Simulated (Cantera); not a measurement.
Charge: 1 mol SiH4, 6.5 mol CO2, 42 mol H2, held at 1.70 mbar.

These are equilibrium values from Cantera (NASA tables, ideal gas, pure condensed phases), not measurements of a reactor. Candidate condensed phases: C, C6H6, C7H8, C8H18, H2O, Si, SiC, SiO2; 123 gas species. The tables hold silica as quartz up to 1696 K and as liquid above; real silica turns to tridymite and cristobalite and melts near 1996 K. Equilibrium is a limit: real reactors are often held back by kinetics, nucleation or transport.

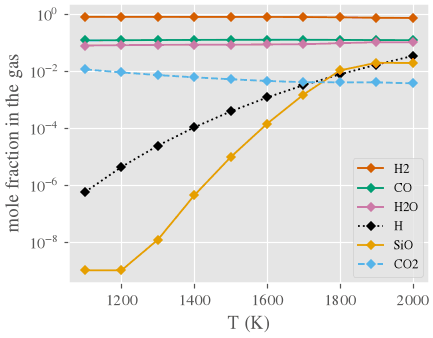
Equilibrium gas composition (values under 1e-9 drawn at 1e-9)

From 1100 K to 1600 K the condensed part is SiO2(β-quartz). From 1700 K to 1800 K the condensed part is SiO2(condensed). From 1900 K to 2000 K nothing is condensed.
